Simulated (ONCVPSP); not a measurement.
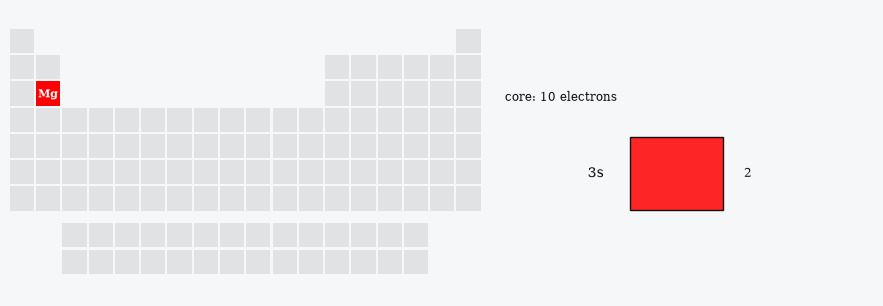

*Left, the place of magnesium in the periodic table; right, the valence shells of the reference configuration: a box for each of the 2l + 1 orbitals, shaded by the share of the shell that is filled, with the electron count at the right.*

## Run report: Mg, pseudopotential generation

Magnesium (Mg, Z = 12), core [Ne], reference valence 3s2, valence charge 2. Level asked for: ONCV potential, PBEsol, scalar-relativistic, made with ONCVPSP 4.0.1.

**Input file**
```
# ATOM AND REFERENCE CONFIGURATION
# atsym  z   nc   nv     iexc    psfile
  Mg 12.00    3    1  -116133      upf
#
#   n    l    f
    1    0    2.00
    2    0    2.00
    2    1    6.00
    3    0    2.00
#
# PSEUDOPOTENTIAL AND OPTIMIZATION
# lmax
    1
#
#   l,   rc,      ep,       ncon, nbas, qcut
    0    1.80    0.00    4    8    3.60
    1    1.45    0.04    4    8    5.00
#
# LOCAL POTENTIAL
# lloc, lpopt,  rc(5),   dvloc0
    4    4    1.05    3.00
#
# VANDERBILT-KLEINMAN-BYLANDER PROJECTORs
# l, nproj, debl
    0    2    1.90
    1    2    2.50
#
# MODEL CORE CHARGE
# icmod, fcfact, rcfact
    2    0.65    1.15
#
# LOG DERIVATIVE ANALYSIS
# epsh1, epsh2, depsh
   -2.00    5.00    0.02
#
# OUTPUT GRID
# rlmax, drl
    6.00    0.01
#
# TEST CONFIGURATIONS
# ncnf
    4
# nvcnf
#   n    l    f
    1
    3    0    1.00
#
    1
    3    0    1.50
#
    2
    3    0    1.00
    3    1    1.00
#
    2
    3    0    0.00
    3    1    1.00
#
```

Hardware: 1 CPU thread, shared host.

Launched with:
```bash
oncvpsp.x < Mg.dat > Mg.out
```

**The program's output (extracts)**
```
ONCVPSP  (Optimized Norm-Conservinng Vanderbilt PSeudopotential)
scalar-relativistic version 4.0.1

#   n    l    f        energy (Ha)
    1    0    2.00    -4.6180734E+01
    2    0    2.00    -2.9250022E+00
    2    1    6.00    -1.7107203E+00
    3    0    2.00    -1.7196491E-01

Reference configufation results
  iterations    26
  all-electron total energy (Ha)   -1.99840359D+02

Begin loop to  construct optimized pseudo wave functions
and semi-local pseudopoentials for all angular momenta

   Wellstate for l =  0  n =  5
     eigenvalue =   1.7280
     asymptotic potential =   2.2280
     half-point radius =  4.4741

Calculating optimized projector #   1

 for l=   0

    Fraction of norm inside rc  0.117716
    Optimizing pswf for qcut=   3.59 a_B^-1,  ecut=   6.45 Ha

optimize: ERROR ps0norm > uunorm, code will stop
```

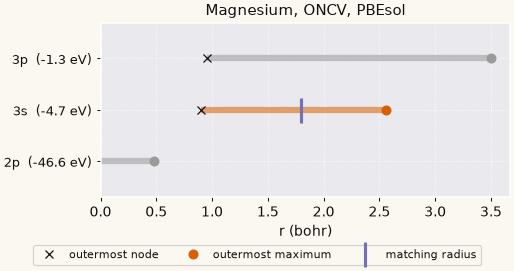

*Outer shells of the all-electron reference atom: each bar runs from the outermost node (or the nucleus) to the outermost maximum of u(r); the tick is the radius chosen for the pseudo-wave. Shells without a tick have no pseudo-wave of their own. Levels, nodes and maxima are from ld1.x, scalar-relativistic.*

- Radii against the shells: 3s: 1.80 bohr, between node and maximum.

**What the run reported**

- outcome: ended with an error

**What went wrong**

The generator stopped with the message “optimize: ERROR ps0norm > uunorm, code will stop”. In words: the continuity conditions at rc already need more norm inside rc than the all-electron wave has, so norm conservation cannot be met. It was at work on the s channel when it stopped.
